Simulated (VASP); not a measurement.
Band structure of ZnSe (space group F-43m). These are PBE GGA, VASP's PBE PAW potentials (set 64) (plane waves; VASP 6.6.1) values and carry that method's errors.

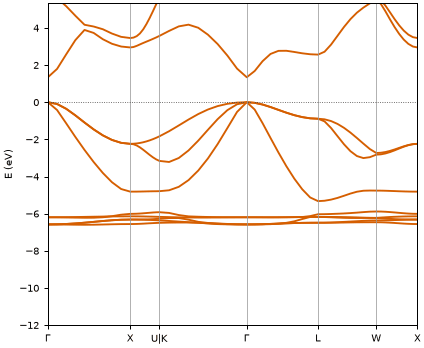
*Bands along high-symmetry lines, zero at the valence-band maximum or, without a gap, the Fermi level*

### Question
Read the plot: is there a gap, and where are the band edges?

### Answer
The gap is direct, 1.34 eV, from the valence maximum at Γ to the conduction minimum at Γ.

The structure comes from a computed database's ZnSe entry; how it stands against other phases isn't given here. The cell was not relaxed at this level.
